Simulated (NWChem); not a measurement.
# One shape, several levels: BH2S2Br (SMILES SB(S)Br)

We compute a comparison of 3 runs (HF/def2-SVP, PBE0/def2-SVP, MP2/def2-SVP) of BH2S2Br. 

The calculation is run with NWChem 7.3.0.

## Step 1: Starting point

The species is BH2S2Br (6 atoms), meant as a singlet with charge 0. SMILES: `SB(S)Br`. The coordinates come from a PBE0-D4/def2-TZVP relaxation. This is one conformer, not always the lowest.

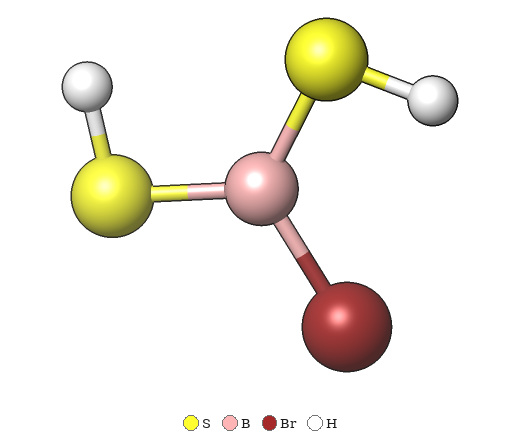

The structure, seen from a chosen angle (sulfur yellow, boron pink, bromine red, hydrogen white).

## Step 2: Energy and forces at HF/def2-SVP (run 1)

The input, test.xyz:

```xyz
6

S     -0.202900     1.384700    -0.466000
B     -0.107800    -0.343700    -0.003900
S      1.234500    -0.975600     0.999000
Br    -1.432900    -1.619500    -0.552900
H     -1.341200     1.302300    -1.173100
H      1.892300     0.188000     1.150600
```

The input, test.nw:

```
start test
memory total 2200 mb
geometry units angstrom noautosym nocenter noautoz
  load format xyz test.xyz
end
basis spherical bse
  * library def2-SVP
end
scf
  singlet
  rhf
  thresh 1e-08
  maxiter 80
end
task scf gradient
```

Command:

```console
$ nwchem test.nw > test.out
```

Output:

```text
[...]
  functions       =    92
[...]
  wavefunction    = RHF
[...]
         Total SCF energy =  -3392.841291766392
      One-electron energy =  -5423.391316918506
      Two-electron energy =   1675.851331350952
 Nuclear repulsion energy =    354.698693801163
        Time for solution =     22.4s
[...]
                         RHF ENERGY GRADIENTS
    atom               coordinates                        gradient
                 x          y          z           x          y          z
   1 S      -0.383425   2.616704  -0.880612    0.006890  -0.004836   0.005516
   2 B      -0.203712  -0.649499  -0.007370   -0.000539   0.002522  -0.000926
   3 S       2.332867  -1.843617   1.887836   -0.008242  -0.004419  -0.004272
   4 Br     -2.707788  -3.060411  -1.044829    0.005458   0.004322   0.002490
   5 H      -2.534500   2.460990  -2.216838   -0.004464  -0.002987  -0.002161
   6 H       3.575928   0.355268   2.174319    0.000898   0.005398  -0.000647
[...]
```

Run time: 30 s. Hardware: 1 thread of Intel Xeon Platinum 8375C at 2.90GHz (Ice Lake), shared host; peak memory 0.1 GiB.

## Step 3: Energy and forces at PBE0/def2-SVP (run 2)

The input, bbrh2s2.nw:

```
start bbrh2s2
memory 2200 mb
geometry noautosym nocenter noautoz
  S     -0.202900     1.384700    -0.466000
  B     -0.107800    -0.343700    -0.003900
  S      1.234500    -0.975600     0.999000
  Br    -1.432900    -1.619500    -0.552900
  H     -1.341200     1.302300    -1.173100
  H      1.892300     0.188000     1.150600
end
basis spherical bse
  * library def2-SVP
end
dft
  xc pbe0
  grid fine
  convergence energy 1e-08
  iterations 100
  mulliken
end
task dft gradient
```

Command:

```console
$ nwchem bbrh2s2.nw > bbrh2s2.out
```

Output:

```text
[...]
          Wavefunction type:  closed shell.
          No. of atoms     :     6
          No. of electrons :    74
[...]
          Charge           :     0
          Spin multiplicity:     1
[...]
          AO basis - number of functions:    92
[...]
              XC Information
              --------------
                         PBE0 Method XC Functional
                     Hartree-Fock (Exact) Exchange  0.250
          PerdewBurkeErnzerhof Exchange Functional  0.750
            Perdew 1991 LDA Correlation Functional  1.000 local
           PerdewBurkeErnz. Correlation Functional  1.000 non-local
[...]
 d= 0,ls=0.0,diis     1  -3395.4347171812 -3.75D+03  1.17D-02  5.04D-01     2.8
[...]
 d= 0,ls=0.0,diis     8  -3395.5029808404 -2.33D-10  6.23D-06  2.57D-07    16.9
         Total DFT energy =    -3395.502980840357
      One electron energy =    -5423.513208287022
           Coulomb energy =     1820.259873342155
    Exchange-Corr. energy =     -146.948339696652
 Nuclear repulsion energy =      354.698693801162
[...]
      Total Density - Mulliken Population Analysis
     ---------------------------------------------
    Atom       Charge   Shell Charges
 -----------   ------   -------------------------------------------------------
    1 S   16    16.07   2.00  1.98  1.24  0.58  5.93  1.83  2.45  0.05
    2 B    5     4.99   1.99  0.86  0.03  1.58  0.43  0.11
    3 S   16    16.05   2.00  1.98  1.24  0.58  5.93  1.83  2.43  0.05
    4 Br  35    35.10   2.00  2.00  1.99  1.43  0.51  6.00  5.98  2.38  2.78  8.20  1.74  0.09
    5 H    1     0.89   0.70  0.15  0.03
    6 H    1     0.90   0.71  0.16  0.03
[...]
  wavefunction    = closed shell
                         DFT ENERGY GRADIENTS
    atom               coordinates                        gradient
                 x          y          z           x          y          z
   1 S      -0.383425   2.616704  -0.880612   -0.003027  -0.003183  -0.001193
   2 B      -0.203712  -0.649499  -0.007370    0.001158   0.001805   0.000320
   3 S       2.332867  -1.843617   1.887836   -0.000246   0.004001  -0.001107
   4 Br     -2.707788  -3.060411  -1.044829    0.000832   0.000646   0.000393
   5 H      -2.534500   2.460990  -2.216838    0.003356  -0.000000   0.002135
   6 H       3.575928   0.355268   2.174319   -0.002074  -0.003268  -0.000548
[...]
```

It took 25 s on 1 thread of Intel Xeon Platinum 8375C at 2.90GHz (Ice Lake), shared host; peak memory 0.12 GiB.

## Step 4: Energy and forces at MP2/def2-SVP (run 3)

The input, input.nw:

```
start input
memory 2200 mb
charge 0
geometry noautosym nocenter noautoz
S       -0.202900       1.384700      -0.466000
B       -0.107800      -0.343700      -0.003900
S        1.234500      -0.975600       0.999000
Br      -1.432900      -1.619500      -0.552900
H       -1.341200       1.302300      -1.173100
H        1.892300       0.188000       1.150600
end
basis spherical bse
* library def2-SVP
end
scf
thresh 1e-08
maxiter 80
print medium
end
mp2
freeze core 20
tight
end
task mp2 gradient
```

Command:

```console
$ nwchem input.nw > input.out
```

Output:

```text
[...]
  functions       =    92
[...]
  wavefunction    = RHF
[...]
         Total SCF energy =  -3392.841291766315
      One-electron energy =  -5423.391316917782
      Two-electron energy =   1675.851331350305
 Nuclear repulsion energy =    354.698693801162
        Time for solution =     21.3s
[...]
          Total MP2 energy         -3393.420472272112
[...]
                         mp2 ENERGY GRADIENTS
    atom               coordinates                        gradient
                 x          y          z           x          y          z
   1 S      -0.383425   2.616704  -0.880612    0.000971  -0.003612   0.001457
   2 B      -0.203712  -0.649499  -0.007370    0.000529   0.000592   0.000199
   3 S       2.332867  -1.843617   1.887836   -0.003231   0.000424  -0.002189
   4 Br     -2.707788  -3.060411  -1.044829    0.001863   0.001644   0.000820
   5 H      -2.534500   2.460990  -2.216838   -0.000989   0.000145  -0.000671
   6 H       3.575928   0.355268   2.174319    0.000858   0.000808   0.000385
[...]
```

Run time: 57 s. Hardware: 1 thread of Intel Xeon Platinum 8375C at 2.90GHz (Ice Lake), shared host; peak memory 0.31 GiB.

## Step 5: Overview of the runs

| run | level | iteration cap | module | energy (Eh) | dipole moment (D) | HOMO energy (eV) | LUMO energy (eV) | wall time |
| --- | --- | --- | --- | --- | --- | --- | --- | --- |
| 1 | HF/def2-SVP | 80 | scf | -3392.841292 | 1.33 | -10.43 | 2.80 | 30 s |
| 2 | PBE0/def2-SVP | 100 | dft | -3395.502981 | 1.27 | -7.68 | -0.84 | 25 s |
| 3 | MP2/def2-SVP | 80 | mp2 | -3393.420472 | 1.33 | -10.43 | 2.80 | 57 s |

## Step 6: Outcome

```
                                                      quantity           value
                                           run 3: total energy  -3393.42047 Eh
run 3: dipole moment (of the density that the program reports)          1.33 D
                    run 3: HOMO energy (Hartree–Fock orbitals)       -10.43 eV
                    run 3: LUMO energy (Hartree–Fock orbitals)         2.80 eV
                  run 3: HOMO–LUMO gap (Hartree–Fock orbitals)        13.23 eV
           run 3: correlation energy (20 core orbitals frozen)      -579.2 mEh
                               run 3: largest force on an atom      0.206 eV/Å
```

In words: The dipole moment (its size) runs from 1.27 D (PBE0/def2-SVP) to 1.33 D (MP2/def2-SVP). All runs together took 1.9 min, the longest 57 s.
